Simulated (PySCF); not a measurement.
```xyz
2

Ge    0.0000    0.0000   -0.0217
H     0.0000    0.0000    1.5903
```

The calculation used PBE0/cc-pVDZ(-PP), non-relativistic Hamiltonian with scalar-relativistic core potentials where named, at a bond length of 1.612 Å in PySCF 2.14.0.

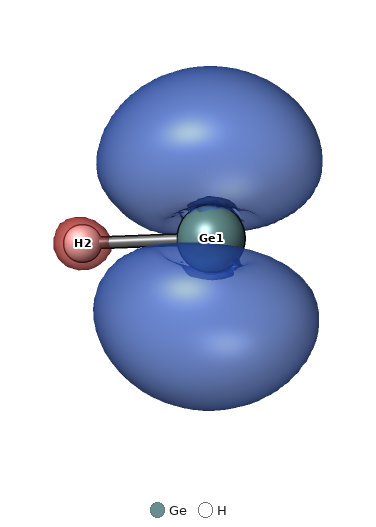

GeH (doublet). Isosurfaces of the spin density (α minus β) at +0.015 (blue) and −0.015 e/Å³ (red), seen from one side.

Question: Where is the unpaired spin?

Answer: The unpaired spin (1 electron) lies mostly on Ge1 (about 1.0), in electrons by Hirshfeld's partition.
